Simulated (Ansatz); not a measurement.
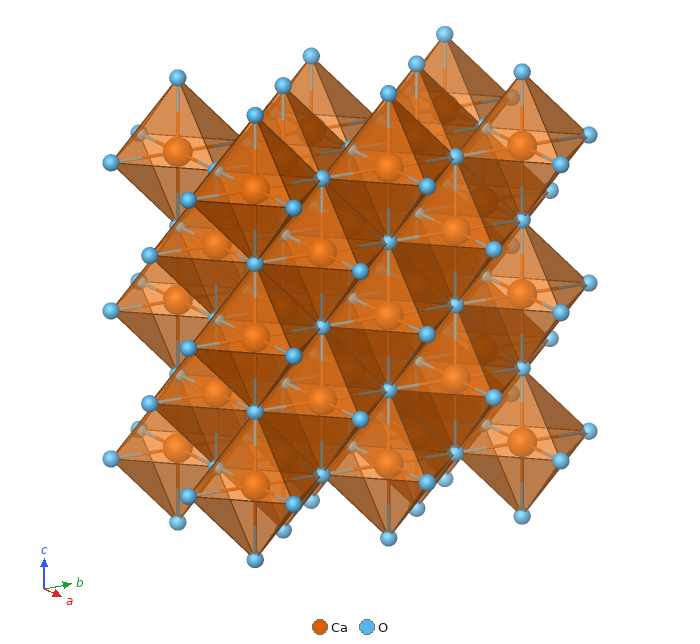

Polyhedra are drawn about Ca (bonds: Ca–O below 2.5 Å); other atoms are plain spheres.

CaO (space group Fm-3m, No. 225): the geometry relaxed (final pressure about 20 GPa) with Ansatz, DFT LDA, scalar-relativistic, plane waves, PAW.

Sharing among the drawn polyhedra:

```
site       polyhedron  corner-sharing neighbours  edge-sharing  face-sharing  bond (Å)
  Ca  CaO6 octahedron                          6            12             0      2.26
```

They form a three-dimensional framework of corner- and edge-sharing octahedra.
